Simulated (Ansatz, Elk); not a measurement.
# How far do independent atoms describe Y2VPb2?

The structure of Y2VPb2 used here is made up (a known structure type with other elements) and was relaxed beforehand with PBEsol. The aim is the Fourier transform of its all-electron density, F(hkl), set beside the sum over free spherical atoms that refinements use.

Calculated with Elk 11.2.3 (patched build); DFT, PBE, all-electron APW+lo, Dirac cores, scalar-relativistic bands, static density, ferromagnetic start.

The structure was built from a prototype and need not be the compound's stable phase.

## (1) The starting structure

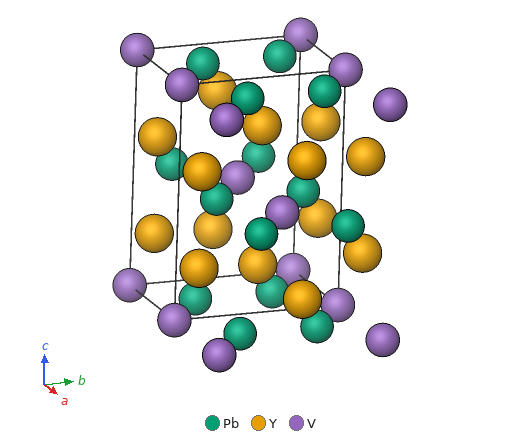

Start, viewed slightly off an axis; lead teal, yttrium orange, vanadium purple. 2×1×1 cells are drawn. This picture shows the conventional cell, with its axes. Some periodic images of atoms are drawn too.

## (2) Ground state and structure factors

An all-electron density is needed, since X-rays see the cores too. Task 0 finds the density and task 195 Fourier-transforms it; tshift is off so that phases refer to the origin typed.

elk.in

```
tasks
  0
  195
  196

xctype
  20

spinpol
  .true.

rgkmax
  7.0

gmaxvr
  14.0

lmaxo
  7

lmaxapw
  8

swidth
  0.002

tshift
  .false.

ramdisk
  .false.

hmaxvr
  5.5

maxscl
  120

epspot
  1e-06

reducebf
  0.8

sppath
  './'

avec
  -4.14279096710 6.09179725082 8.52942278102
  4.14279096710 -6.09179725082 8.52942278102
  4.14279096710 6.09179725082 -8.52942278102

atoms
  3
  'Pb.in'
  2
  0.7352075504 0.5000000000 0.2352075504   0.000000 0.000000 0.000000
  0.2647924496 0.5000000000 0.7647924496   0.000000 0.000000 0.000000
  'Y.in'
  2
  0.7052569519 0.2052569519 0.5000000000   0.000000 0.000000 0.000000
  0.2947430481 0.7947430481 0.5000000000   0.000000 0.000000 0.000000
  'V.in'
  1
  -0.0000000000 0.0000000000 -0.0000000000   0.000000 0.000000 -0.115000

ngridk
  5 5 5
```

The run is started by

```console
> OMP_NUM_THREADS=4 elk
```

Numbers of over 12 decimals in the logs are rounded to 6 here.

What it wrote:

```text
┌─────────────────────────┐
│ Elk code version 11.2.3 │
└─────────────────────────┘

All units are atomic (Hartree, Bohr, etc.)

┌─────────────────────────────────────────────────┐
│ Ground-state run starting from atomic densities │
└─────────────────────────────────────────────────┘

Lattice vectors :
  -4.142790967       6.091797251       8.529422781
   4.142790967      -6.091797251       8.529422781
   4.142790967       6.091797251      -8.529422781

Reciprocal lattice vectors :
 -0.1125202003E-16  0.5157086693      0.3683241802
  0.7583275812      0.9973236250E-17  0.3683241802
  0.7583275812      0.5157086693      0.1771027971E-17

Unit cell volume      :    861.0296251
Brillouin zone volume :   0.2880855736

Muffin-tin inner radius fraction :   0.1000000000E-01

Nuclei treated as point charges

Species : 1 (Pb)
 parameters loaded from : Pb.in
 name : lead
 nuclear charge    :   -82.00000000
 electronic charge :    82.00000000
 atomic mass :    377702.4943
 muffin-tin radius :    2.800000000
 number of radial points in muffin-tin :   1393
 inner part over the whole radius :   0.9993555083E-02
 number on inner part of muffin-tin    :   1001
 approximate nuclear radius :   0.1047603524E-03
 number of mesh points to nuclear radius :    525
 atomic positions (lattice), magnetic fields (Cartesian) :
  1 :  -0.26479245  0.50000000  0.23520755    0.00000000  0.00000000  0.00000000
  2 :   0.26479245  0.50000000 -0.23520755    0.00000000  0.00000000  0.00000000

Species : 2 (Y)
 parameters loaded from : Y.in
 name : yttrium
 nuclear charge    :   -39.00000000
 electronic charge :    39.00000000
 atomic mass :    162065.4503
 muffin-tin radius :    2.600000000
 number of radial points in muffin-tin :   1193
 inner part over the whole radius :   0.9871815862E-02
 number on inner part of muffin-tin    :    847
 approximate nuclear radius :   0.8135895711E-04
 number of mesh points to nuclear radius :    416
 atomic positions (lattice), magnetic fields (Cartesian) :
  1 :  -0.29474305  0.20525695  0.50000000    0.00000000  0.00000000  0.00000000
  2 :   0.29474305 -0.20525695  0.50000000    0.00000000  0.00000000  0.00000000

Species : 3 (V)
 parameters loaded from : V.in
 name : vanadium
 nuclear charge    :   -23.00000000
 electronic charge :    23.00000000
 atomic mass :    92860.67382
 muffin-tin radius :    2.400000000
 number of radial points in muffin-tin :    993
 inner part over the whole radius :   0.9920165687E-02
 number on inner part of muffin-tin    :    699
 approximate nuclear radius :   0.6897515165E-04
 number of mesh points to nuclear radius :    327
 atomic positions (lattice), magnetic fields (Cartesian) :
  1 :   0.00000000  0.00000000  0.00000000    0.00000000  0.00000000 -0.11500000

Total number of atoms per unit cell :    5
Total muffin-tin volume :    389.0548342
 ratio of muffin-tin to unit cell volume :   0.4518483718

Spin treatment :
 spin-polarised
 global magnetic field (Cartesian) :    0.000000000       0.000000000       0.000000000
 collinear magnetisation in z-direction

Number of Bravais lattice symmetries :    8
Number of crystal symmetries         :    8
Crystal has inversion symmetry
Real symmetric eigensolver will be used

k-point grid :      5     5     5
k-point offset :    0.000000000       0.000000000       0.000000000
k-point set is reduced with full crystal symmetry group
Total number of k-points :       27

Muffin-tin radius times maximum |G+k| :    7.000000000
 using average radius
Maximum |G+k| for APW functions       :    2.651515152
Maximum (1/2)|G+k|²                   :    3.515266299
Maximum |G| for potential and density :    14.00000000
Constant for pseudocharge density :   10
 order of it for each species :   17  17  17
 order of it for pair densities of each species (exact exchange by exxq0 0: 18) :   11   9   7
Radial integration step length :    1

G-vector grid sizes :     54    54    54
Number of G-vectors :    39891

Maximum angular momentum used for
[...]
RMS change in Kohn-Sham potential (target) :    2.162180308     (  0.1000000000E-05)
Absolute change in total energy (target)   :   0.1800954616E-01 (  0.1000000000E-03)

[... loops 3 to 26 left out ...]

┌──────────────────┐
│ Loop number : 27 │
└──────────────────┘

Energies :
 Fermi                       :     0.267657
 sum of occupied eigenvalues :     -30437.459211962
 electron kinetic            :      56685.384100884
 core electron kinetic       :      56228.196764020
 Coulomb                     :     -105217.72702467
 Coulomb potential           :     -85756.008451378
 nuclear-nuclear             :     -3955.2149310442
 electron-nuclear            :     -116844.64141032
 Hartree                     :      15582.129316699
 Madelung                    :     -62339.722798978
 xc potential                :     -1366.7152651526
 xc effective B-field        :    -0.119593
 external B-field            :      0.000000
 exchange                    :     -1030.6515121755
 correlation                 :     -15.084777294105
 electron entropic           :    -0.13289768314423E-02
 total energy                :     -49578.080542230
 (external B-field energy excluded from total)

Density of states at Fermi energy :    97.39626827
 (states/Hartree/unit cell)

Estimated indirect band gap :   0.1374512279E-02
 from k-point 12 to k-point 14
Estimated direct band gap   :   0.4098828304E-02
 at k-point 20

Charges :
 core                        :    202.0000000
 valence                     :    63.00000000
 interstitial                :    8.460022635
 muffin-tins (core leakage)
  species : 1 (Pb)
[...]
species : 2 (Y)
[...]
species : 3 (V)
[...]
total in muffin-tins        :    256.5399774
 total calculated charge     :    264.9972945
 total charge                :    265.0000000
 error                       :   0.2705472345E-02

Moments :
 interstitial                :   0.6842136551
 muffin-tins
  species : 1 (Pb)
[...]
species : 2 (Y)
[...]
species : 3 (V)
[...]
total in muffin-tins        :    2.300159763
 total moment                :    2.984373418

RMS change in Kohn-Sham potential (target) :   0.2693382000E-06 (  0.1000000000E-05)
Absolute change in total energy (target)   :   0.6890446093E-04 (  0.1000000000E-03)

Convergence targets achieved

┌──────────────────┐
│ Loop number : 28 │
└──────────────────┘

Energies :
 Fermi                       :     0.267657
 sum of occupied eigenvalues :     -30437.459229915
 electron kinetic            :      56685.384086392
 core electron kinetic       :      56228.196759062
 Coulomb                     :     -105217.72701471
 Coulomb potential           :     -85756.008464780
 nuclear-nuclear             :     -3955.2149310442
 electron-nuclear            :     -116844.64137488
 Hartree                     :      15582.129291218
 Madelung                    :     -62339.722782317
 xc potential                :     -1366.7152580332
 xc effective B-field        :    -0.119591
 external B-field            :      0.000000
 exchange                    :     -1030.6515089675
 correlation                 :     -15.084777539382
 electron entropic           :    -0.13289957186540E-02
 total energy                :     -49578.080543818
 (external B-field energy excluded from total)

Density of states at Fermi energy :    97.39768700
 (states/Hartree/unit cell)

Estimated indirect band gap :   0.1374300046E-02
 from k-point 12 to k-point 14
Estimated direct band gap   :   0.4099363569E-02
 at k-point 20

Charges :
 core                        :    202.0000000
 valence                     :    63.00000000
 interstitial                :    8.460025416
 muffin-tins (core leakage)
  species : 1 (Pb)
[...]
species : 2 (Y)
   atom 1                    :    36.75540560     (  0.8574896817E-05)
   atom 2                    :    36.75540560     (  0.8574896817E-05)
  species : 3 (V)
   atom 1                    :    21.42322335     ( -0.2221823046E-06)
 total in muffin-tins        :    256.5399746
 total calculated charge     :    264.9972945
 total charge                :    265.0000000
 error                       :   0.2705471755E-02

Moments :
 interstitial                :   0.6842062980
 muffin-tins
  species : 1 (Pb)
[...]
species : 2 (Y)
   atom 1                    :   0.2015955387E-01
   atom 2                    :   0.2015955387E-01
  species : 3 (V)
   atom 1                    :    2.305379313
 total in muffin-tins        :    2.300143209
 total moment                :    2.984349507

┌──────────────────────────────┐
│ Self-consistent loop stopped │
└──────────────────────────────┘

Warning : core states of species 1 leak from the muffin-tin :   0.1233643555E-02

Wrote STATE.OUT
```

It took 7.9 min on 4 threads of Intel Xeon Platinum 8259CL at 2.50GHz (Skylake/Cascade Lake), shared host; peak memory 0.6 GiB; 28 min of CPU time.

SFACRHO.OUT:

```text

h k l indices transformed by vhmat matrix:
   1.000000000       0.000000000       0.000000000    
   0.000000000       1.000000000       0.000000000    
   0.000000000       0.000000000       1.000000000    

      h      k      l  multipl.   |H|            Re(F)            Im(F)           |F|

      0      0      0      1   0.0000000       265.00000      0.31432046E-15   265.00000    
      0     -1      1      4  0.63373349      -13.405209     -0.11941985E-13   13.405209    
      1      1     -1      2  0.73664836       114.81016     -0.18818888E-12   114.81016    
      0      1      0      4  0.84304414      -112.47483      0.89585179E-13   112.47483    
      0      0     -1      4  0.91706933      -33.951081     -0.19959483E-13   33.951081    
     -1      1     -1      2   1.0314173      -60.139147      0.12170234E-12   60.139147    
     -1     -1      0      8   1.1762937       84.444802     -0.14858278E-13   84.444802    
     -1     -2      2      4   1.2193932       51.099739     -0.71684925E-13   51.099739    
      0     -2      2      4   1.2674670      -173.16939     -0.21509514E-12   173.16939    
      1     -2      1      8   1.3321205       170.27256      0.21510166E-12   170.27256    
     -2     -1      2      4   1.3401586      -167.18964     -0.24795826E-12   167.18964    
     -2     -2      2      2   1.4732967       177.02024      0.28083273E-12   177.02024    
      1     -1     -1      2   1.5166552       208.94532      0.28401840E-15   208.94532    
      2     -1      1      4   1.5903652       36.120835      0.41801619E-13   36.120835    
     -1      2      0      8   1.6437339      -12.604570      0.11929753E-13   12.604570    
      2      0     -2      4   1.6860883       97.410525     -0.20609095E-12   97.410525    
     -3      0      1      8   1.6911081       100.83452      0.59761655E-13   100.83452    
      2     -2      1      4   1.7229799      -76.742329     -0.41031128E-13   76.742329
```

Elk indexes on the primitive cell of elk.in and gives |H| = 4π sin θ/λ in inverse bohr. Below, one row stands for each form hkl of the conventional cell (m members, Friedel mates merged), F is for one primitive cell and the density is static (no thermal factor). Free-atom factors are Waasmaier and Kirfel's, and R is Σm||F|−|F'||/Σm|F|.

| hkl | m | sin θ/λ (Å⁻¹) | abs F, DFT | neutral atoms | diff. |
| --- | --- | --- | --- | --- | --- |
| 011 | 4 | 0.095 | 13.405 | 13.579 | -0.174 |
| 002 | 2 | 0.111 | 114.810 | 114.754 | +0.056 |
| 101 | 4 | 0.127 | 112.475 | 112.710 | -0.235 |
| 110 | 4 | 0.138 | 33.951 | 33.979 | -0.028 |
| 020 | 2 | 0.155 | 60.139 | 60.143 | -0.004 |
| 112 | 8 | 0.177 | 84.445 | 84.586 | -0.141 |
| 013 | 4 | 0.183 | 51.100 | 51.247 | -0.148 |
| 022 | 4 | 0.191 | 173.169 | 173.423 | -0.254 |
| 121 | 8 | 0.200 | 170.273 | 170.612 | -0.339 |
| 103 | 4 | 0.202 | 167.190 | 167.536 | -0.346 |
| 004 | 2 | 0.222 | 177.020 | 177.550 | -0.530 |
| 200 | 2 | 0.228 | 208.945 | 209.520 | -0.575 |
| 031 | 4 | 0.239 | 36.121 | 36.259 | -0.138 |
| 211 | 8 | 0.247 | 12.605 | 12.539 | +0.066 |
| 202 | 4 | 0.254 | 97.410 | 97.865 | -0.454 |
| 123 | 8 | 0.254 | 100.835 | 101.149 | -0.314 |
| 130 | 4 | 0.259 | 76.742 | 76.739 | +0.004 |
| 114 | 8 | 0.261 | 2.881 | 2.928 | -0.047 |

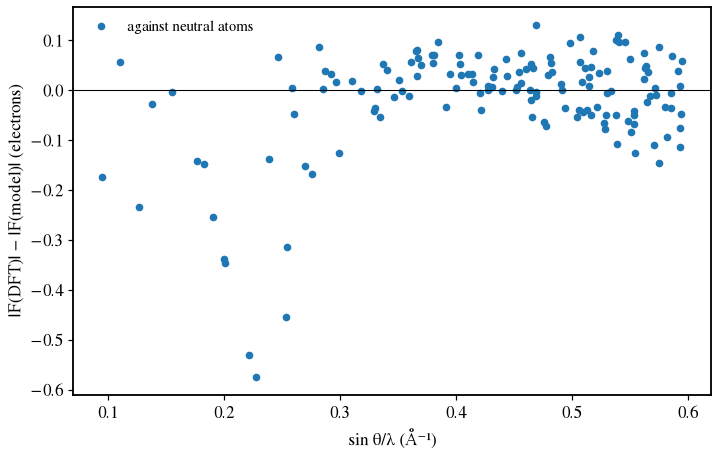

Difference between the calculated structure factors and the independent-atom ones.

## (3) The magnetisation density

The same run holds the spin density, and task 196 transforms it. The order is that of the start, and no other was tried.

SFACMAG_1.OUT:

```text

h k l indices transformed by vhmat matrix:
   1.000000000       0.000000000       0.000000000    
   0.000000000       1.000000000       0.000000000    
   0.000000000       0.000000000       1.000000000    

      h      k      l  multipl.   |H|            Re(F)            Im(F)           |F|

      0      0      0      1   0.0000000       2.9843496      0.35626288E-17   2.9843496    
      0     -1      1      4  0.63373349       2.4593234      0.16775498E-16   2.4593234    
      1      1     -1      2  0.73664836       1.7184035     -0.32188078E-16   1.7184035    
      0      1      0      4  0.84304414       2.0496371      0.75147714E-16   2.0496371    
      0      0     -1      4  0.91706933       2.0878738     -0.34906012E-16   2.0878738    
     -1      1     -1      2   1.0314173       1.9198652     -0.56934972E-16   1.9198652    
     -1     -1      0      8   1.1762937       1.4256374     -0.22810736E-16   1.4256374    
     -1     -2      2      4   1.2193932       1.2185954     -0.40223144E-16   1.2185954    
      0     -2      2      4   1.2674670       1.2094129      0.23136819E-16   1.2094129    
      1     -2      1      8   1.3321205       1.2425331     -0.15183680E-16   1.2425331    
     -2     -1      2      4   1.3401586      0.99669076      0.25749602E-16  0.99669076    
     -2     -2      2      2   1.4732967      0.87010685      0.52092972E-16  0.87010685    
      1     -1     -1      2   1.5166552       1.0365969     -0.67558277E-17   1.0365969    
      2     -1      1      4   1.5903652       1.0551100      0.10840270E-16   1.0551100    
     -1      2      0      8   1.6437339      0.89310553      0.13160318E-16  0.89310553    
      2      0     -2      4   1.6860883      0.95021875     -0.28382448E-16  0.95021875
```

The total moment is 2.98 μB a cell; sphere moments: Pb1 -0.02, Pb2 -0.02, Y3 +0.02, Y4 +0.02, V5 +2.31 μB. Polarised neutrons measure spin and orbital magnetisation together; without spin-orbit coupling the run gives the spin part:

| hkl | sin θ/λ (Å⁻¹) | abs F_M (μB) |
| --- | --- | --- |
| 011 | 0.095 | 2.459 |
| 002 | 0.111 | 1.718 |
| 101 | 0.127 | 2.050 |
| 110 | 0.138 | 2.088 |
| 020 | 0.155 | 1.920 |
| 112 | 0.177 | 1.426 |
| 013 | 0.183 | 1.219 |
| 022 | 0.191 | 1.209 |
| 121 | 0.200 | 1.242 |
| 103 | 0.202 | 0.997 |
| 004 | 0.222 | 0.870 |
| 200 | 0.228 | 1.037 |
| 031 | 0.239 | 1.055 |
| 211 | 0.247 | 0.893 |

(Continued in part 2 of 2.)

[Logs are printed without paths, hosts, clocks, repeated set-up lines and the standing remarks that a program may print on its own settings, such as how far it seeks lower states.]

[Hosts, paths, dates, database ids (printed as entryN), source tags and the programs' standing remarks are cut or masked in the printed files.]
